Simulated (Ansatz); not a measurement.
**Geometry relaxation of HfSiH3Cl4**

System: HfSiH3Cl4, multiplicity 2.
Method: UKS PBE/def2-SVP (Ansatz 0.2.0).

It belongs to a series of runs on one base structure; here: end point A relaxed. Figures and captions count atoms from 1; the log counts them from 0 in places.

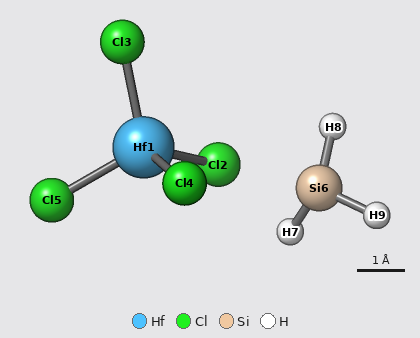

Fig. 1: The structure as given in the input (ball-and-stick view, seen at a tilt; atoms are numbered from 1 in the order of the input). Sticks mark near contacts. Bond lengths as drawn: Cl–Hf 2.33 to 2.47 Å and H–Si 1.50 Å.

Key numbers

```csv
quantity,value
outcome,converged
total energy,−59288.4299 eV
mean-field energy,−59288.4299 eV
⟨S²⟩,0.752
largest force (length of the vector) at the end,0.015 eV/Å
hardware,"4 threads of AMD EPYC (Zen 3), 32 GiB of memory available, shared host"
wall time,17 s (CPU time 63 s)
peak memory,0.27 GiB
```

Input
```yaml
crystal:
  periodic: [false, false, false]
  atoms:
    - { symbol: Hf, position_ang: [0.000515, 8.0e-06, -0.245232] }
    - { symbol: Cl, position_ang: [0.002191, -1.4e-05, 2.227933] }
    - { symbol: Cl, position_ang: [2.196795, 0.000199, -1.036174] }
    - { symbol: Cl, position_ang: [-1.098336, 1.901054, -1.037529] }
    - { symbol: Cl, position_ang: [-1.098103, -1.901201, -1.037467] }
    - { symbol: Si, position_ang: [9.6e-05, -3.8e-05, 5.561711] }
    - { symbol: H, position_ang: [-0.772576, -1.202522, 6.026674] }
    - { symbol: H, position_ang: [1.427397, -0.06766, 6.028102] }
    - { symbol: H, position_ang: [-0.655378, 1.270174, 6.026583] }
magnetization:
  spin_polarized: true
  initial_magnetization: 1
basis:
  gaussian: { orbitals: def2-SVP }
hamiltonian:
  xc: pbe
relax:
  f_tol: 0.03
  max_steps: 50
output:
  orbitals: {}
```

Run as:
```bash
ansatz run input.yaml --threads 4 --pin off --max-ram 5120MiB --backend cpu --events-out ev --progress --plain --runs-dir out
```

The program's output
```
The last accepted step is kept in [file] (removed where the run ends without a failure and the disk answers)
Engine: ansatz 0.2.0, x86_64-unknown-linux-gnu
Functional definition: PBE
  parameter kappa = 0.804
  parameter beta = 0.06672455060314922
  exchange = pbe_x(kappa = kappa, mu = beta*pi^2/3)
  correlation = pbe_c(beta = beta)
1464 factors; their error is unknown
mean field evaluation 1: about -59286.8774 eV, gradient 1.6e1 eV
mean field evaluation 2: about -59282.4768 eV, gradient 3.4e1 eV
mean field evaluation 4: about -59288.4073 eV, gradient 1.9e0 eV
mean field evaluation 8: about -59288.4293 eV, gradient 3.0e-2 eV
mean field evaluation 16: about -59288.2989 eV, gradient 4.7e-5 eV
mean field -59288.29889584 eV, -2178.8047973698 hartree, gradient 2.1e-5 eV, S^2 0.752458; 2 other end points of the search recorded, 0 dependent functions left out
the calculation of the forces begins
reference -59288.29897604 eV, -2178.8048003170 hartree; 49, 48 occupied and 88, 89 virtual orbitals, 1464 factors
relax step   1: F+E_penalty+E_count = -59288.29889584 eV  Δ(F+E_penalty+E_count) = +0.000e0 eV  max|allowed force component| = 1.509e0 eV/Å  Δτ_max = 0.0000 Å  (54 SCF iters, accepted)
these checks for a lower state are left out or cut short: starts, cluster_reference, orbital_swaps, neighbouring_geometries, increment
1464 factors; their error is unknown
mean field evaluation 32: about -59288.3694 eV, gradient 4.4e-4 eV
mean field -59288.36944091 eV, -2178.8073898531 hartree, gradient 2.1e-5 eV, S^2 0.752383; 0 other end points of the search recorded, 0 dependent functions left out
the calculation of the forces begins
reference -59288.36952128 eV, -2178.8073928068 hartree; 49, 48 occupied and 88, 89 virtual orbitals, 1464 factors
relax step   2: F+E_penalty+E_count = -59288.36944091 eV  Δ(F+E_penalty+E_count) = -7.055e-2 eV  max|allowed force component| = 1.347e0 eV/Å  Δτ_max = 0.1983 Å  (36 SCF iters, accepted)
these checks for a lower state are left out or cut short: starts, cluster_reference, orbital_swaps, neighbouring_geometries, increment
1464 factors; their error is unknown
mean field -59288.42198876 eV, -2178.8093209510 hartree, gradient 5.2e-6 eV, S^2 0.752219; 0 other end points of the search recorded, 0 dependent functions left out
the calculation of the forces begins
reference -59288.42206977 eV, -2178.8093239280 hartree; 49, 48 occupied and 88, 89 virtual orbitals, 1464 factors
relax step   3: F+E_penalty+E_count = -59288.42198876 eV  Δ(F+E_penalty+E_count) = -5.255e-2 eV  max|allowed force component| = 2.721e-1 eV/Å  Δτ_max = 0.1065 Å  (37 SCF iters, accepted)
these checks for a lower state are left out or cut short: starts, cluster_reference, orbital_swaps, neighbouring_geometries, increment
1464 factors; their error is unknown
mean field -59288.42925660 eV, -2178.8095880393 hartree, gradient 2.7e-5 eV, S^2 0.752336; 0 other end points of the search recorded, 0 dependent functions left out
the calculation of the forces begins
reference -59288.42933818 eV, -2178.8095910373 hartree; 49, 48 occupied and 88, 89 virtual orbitals, 1464 factors
relax step   4: F+E_penalty+E_count = -59288.42925660 eV  Δ(F+E_penalty+E_count) = -7.268e-3 eV  max|allowed force component| = 4.216e-2 eV/Å  Δτ_max = 0.1176 Å  (32 SCF iters, accepted)
these checks for a lower state are left out or cut short: starts, cluster_reference, orbital_swaps, neighbouring_geometries, increment
1464 factors; their error is unknown
mean field -59288.42976934 eV, -2178.8096068823 hartree, gradient 4.9e-6 eV, S^2 0.752312; 0 other end points of the search recorded, 0 dependent functions left out
the calculation of the forces begins
reference -59288.42985104 eV, -2178.8096098846 hartree; 49, 48 occupied and 88, 89 virtual orbitals, 1464 factors
relax step   5: F+E_penalty+E_count = -59288.42976934 eV  Δ(F+E_penalty+E_count) = -5.127e-4 eV  max|allowed force component| = 1.482e-2 eV/Å  Δτ_max = 0.0241 Å  (33 SCF iters, accepted)
1464 factors; their error is unknown
mean field evaluation 64: about -59288.5591 eV, gradient 1.7e-1 eV
```

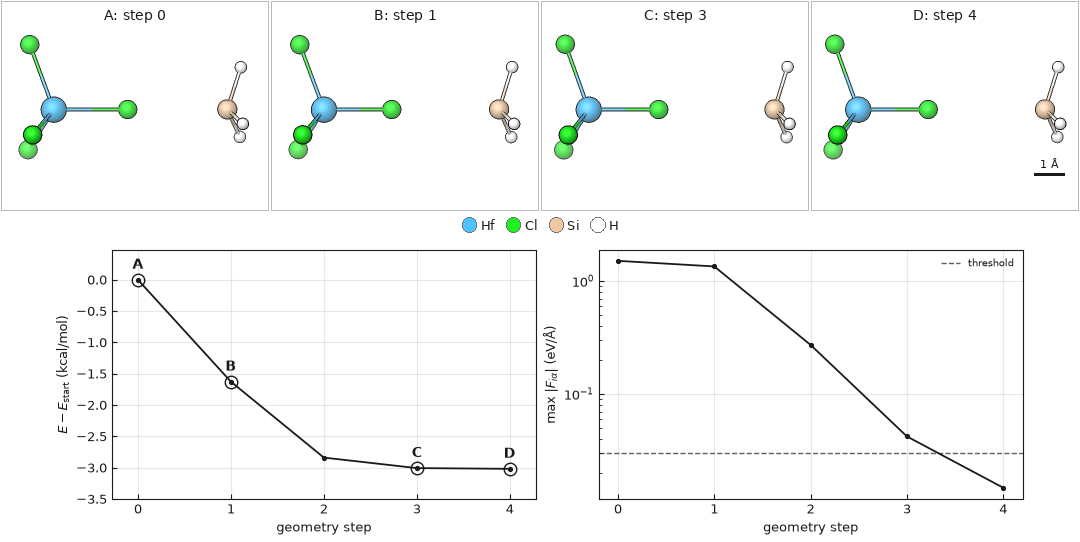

Fig. 2: Frames of the relaxation (ball-and-stick view, seen at a tilt) above the curves, on which the letters mark them (the first geometry is step 0 here and step 1 in the log).

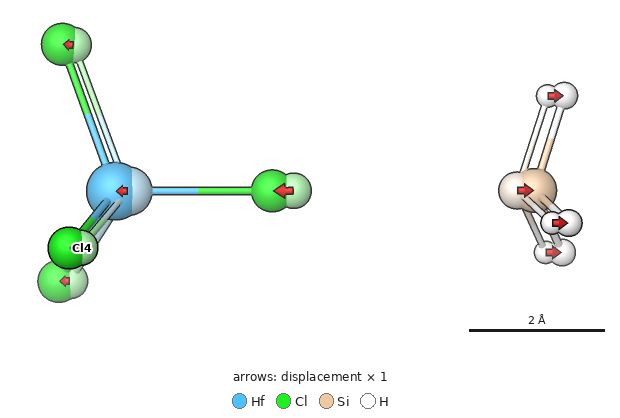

Fig. 3: Start (faint) and end (solid) with the displacements as red arrows, at true length (ball-and-stick view, seen at a tilt). The two geometries are laid on each other by the best rigid fit. The largest move after the best rigid fit is that of Cl2, 0.32 Å. Largest moves by element: Cl 0.32 Å, Si 0.26 Å, H 0.25 Å, Hf 0.19 Å. Among the contacts that change: Hf1–Cl2 2.473 → 2.341 Å, Hf1–Cl3 2.334 → 2.339 Å. Over 4 geometry steps the energy falls by 3.02 kcal/mol. The largest force component goes from 1.5 to 0.015 eV/Å. (Atoms are counted from 1 in the order of the input.)

```
mean field -59288.42976934 eV, -2178.8096068823 hartree, gradient 5.1e-6 eV, S^2 0.752312; 1 other end points of the search recorded, 0 dependent functions left out
the calculation of the forces begins
reference -59288.42985104 eV, -2178.8096098846 hartree; 49, 48 occupied and 88, 89 virtual orbitals, 1464 factors
Total energy: -59288.42985104 eV, -2178.8096098846 hartree
Atom 0 at     0.000391     0.000012    -0.430244 Å, force    -0.000008     0.000000     0.006626 eV/Å
Atom 1 at     0.000650     0.000027     1.910652 Å, force    -0.000006     0.000000    -0.002432 eV/Å
Atom 2 at     2.208091     0.000167    -1.203684 Å, force    -0.003012    -0.000003    -0.002719 eV/Å
Atom 3 at    -1.103197     1.912281    -1.203323 Å, force     0.001514    -0.002616    -0.002718 eV/Å
Atom 4 at    -1.102921    -1.912425    -1.203300 Å, force     0.001510     0.002619    -0.002717 eV/Å
Atom 5 at     0.000126    -0.000045     5.820904 Å, force     0.000029     0.000001    -0.014819 eV/Å
Atom 6 at    -0.775111    -1.206455     6.274107 Å, force    -0.006873    -0.010704     0.006261 eV/Å
Atom 7 at     1.432101    -0.067887     6.275504 Å, force     0.012680    -0.000597     0.006261 eV/Å
Atom 8 at    -0.657530     1.274325     6.273986 Å, force    -0.005835     0.011300     0.006257 eV/Å
Dipole moment:    -0.000178    -0.000002    -0.009335 e Å
```

Trajectory as extended XYZ (Å, eV, eV/Å), 5 frames, from step=1 to step=5
```
9
Properties=species:S:1:pos:R:3:forces:R:3 step=1 energy=-59288.29890
Hf    0.0005    0.0000   -0.2452    0.0005   0.0000   1.3972
Cl    0.0022    0.0000    2.2279   -0.0023   0.0000  -1.5090
Cl    2.1968    0.0002   -1.0362   -0.0057   0.0000  -0.0030
Cl   -1.0983    1.9011   -1.0375    0.0037  -0.0031  -0.0009
Cl   -1.0981   -1.9012   -1.0375    0.0038   0.0031  -0.0010
Si    0.0001    0.0000    5.5617    0.0007   0.0000   0.1045
H    -0.7726   -1.2025    6.0267   -0.0221  -0.0343   0.0041
H     1.4274   -0.0677    6.0281    0.0402  -0.0019   0.0040
H    -0.6554    1.2702    6.0266   -0.0188   0.0361   0.0041
9
Properties=species:S:1:pos:R:3:forces:R:3 step=2 energy=-59288.36944
Hf    0.0005    0.0000   -0.2390   -0.0006   0.0000  -1.3468
Cl    0.0010    0.0000    2.0297    0.0000   0.0000   1.2884
Cl    2.1948    0.0002   -1.0345    0.1344   0.0000  -0.0067
Cl   -1.0968    1.9003   -1.0346   -0.0669   0.1169  -0.0061
Cl   -1.0965   -1.9005   -1.0345   -0.0669  -0.1169  -0.0061
Si    0.0001    0.0000    5.6220    0.0001   0.0000   0.0281
H    -0.7766   -1.2088    6.0681    0.0021   0.0033   0.0164
H     1.4349   -0.0680    6.0695   -0.0040   0.0002   0.0164
H    -0.6588    1.2768    6.0680    0.0018  -0.0035   0.0164
9
Properties=species:S:1:pos:R:3:forces:R:3 step=3 energy=-59288.42199
Hf    0.0004    0.0000   -0.3425    0.0000   0.0000  -0.0594
Cl    0.0007    0.0000    1.9954   -0.0001   0.0000   0.0467
Cl    2.2066    0.0002   -1.1158    0.0196   0.0000  -0.0080
Cl   -1.1025    1.9110   -1.1156   -0.0097   0.0171  -0.0078
Cl   -1.1023   -1.9111   -1.1156   -0.0097  -0.0171  -0.0078
Si    0.0002    0.0000    5.6845   -0.0006   0.0001   0.2721
H    -0.7729   -1.2030    6.1744    0.0339   0.0526  -0.0786
H     1.4280   -0.0677    6.1757   -0.0620   0.0029  -0.0785
H    -0.6556    1.2707    6.1742    0.0287  -0.0556  -0.0786
9
Properties=species:S:1:pos:R:3:forces:R:3 step=4 energy=-59288.42926
Hf    0.0004    0.0000   -0.4139    0.0000   0.0000   0.0086
Cl    0.0007    0.0000    1.9263    0.0000   0.0000   0.0052
Cl    2.2087    0.0002   -1.1844    0.0034   0.0000  -0.0073
Cl   -1.1035    1.9128   -1.1841   -0.0017   0.0030  -0.0072
Cl   -1.1033   -1.9129   -1.1841   -0.0017  -0.0030  -0.0072
Si    0.0001    0.0000    5.8021    0.0000   0.0000   0.0020
H    -0.7776   -1.2103    6.2505    0.0228   0.0355   0.0019
H     1.4367   -0.0681    6.2519   -0.0422   0.0020   0.0019
H    -0.6596    1.2784    6.2504    0.0194  -0.0375   0.0020
9
Properties=species:S:1:pos:R:3:forces:R:3 step=5 energy=-59288.42977
Hf    0.0004    0.0000   -0.4302    0.0000   0.0000   0.0066
Cl    0.0006    0.0000    1.9107    0.0000   0.0000  -0.0024
Cl    2.2081    0.0002   -1.2037   -0.0030   0.0000  -0.0027
Cl   -1.1032    1.9123   -1.2033    0.0015  -0.0026  -0.0027
Cl   -1.1029   -1.9124   -1.2033    0.0015   0.0026  -0.0027
Si    0.0001    0.0000    5.8209    0.0000   0.0000  -0.0148
H    -0.7751   -1.2065    6.2741   -0.0069  -0.0107   0.0063
H     1.4321   -0.0679    6.2755    0.0127  -0.0006   0.0063
H    -0.6575    1.2743    6.2740   -0.0058   0.0113   0.0063
```

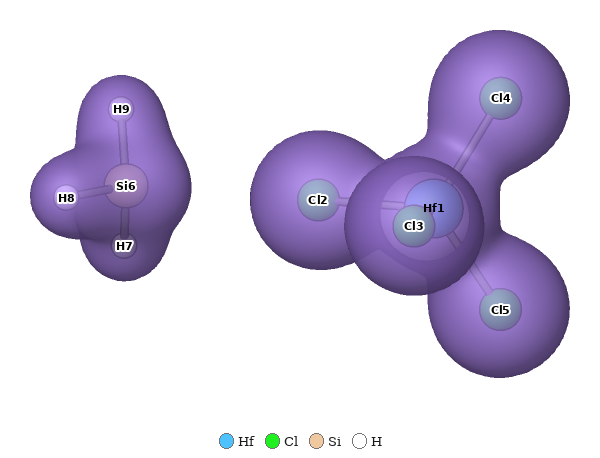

Fig. 4: Isosurface of the electron density at 0.2 e/Å³ (purple), seen at an oblique angle. At this value the surface falls into two separate pieces. It is pinched off along the Si···Cl (3.91 Å) contacts. On the grid the lowest density along these lines, outside the cores, is 0.04 e/Å³ (Si···Cl, 3.91 Å), 0.58 e/Å³ (Hf–Cl, 2.34 Å) and 0.74 e/Å³ (Si–H, 1.50 Å).

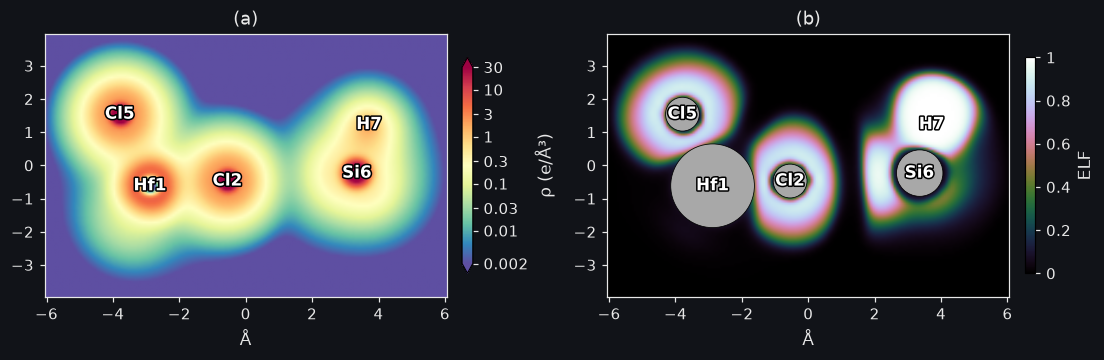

Fig. 5: (a) electron density; (b) electron localisation function on the plane of atoms Cl2, Hf1 and Cl5. Grey discs, where drawn, cover atomic cores. Si6···Cl2 (3.91 Å): ρ is about 0.04 e/Å³ halfway; the ELF is only about 0.05 between them (a non-bonded, intermolecular contact). Si–H (1.50 Å): ρ is about 0.74 e/Å³ halfway; the ELF climbs to about 1 towards the hydrogen, as it does in any bond to H.
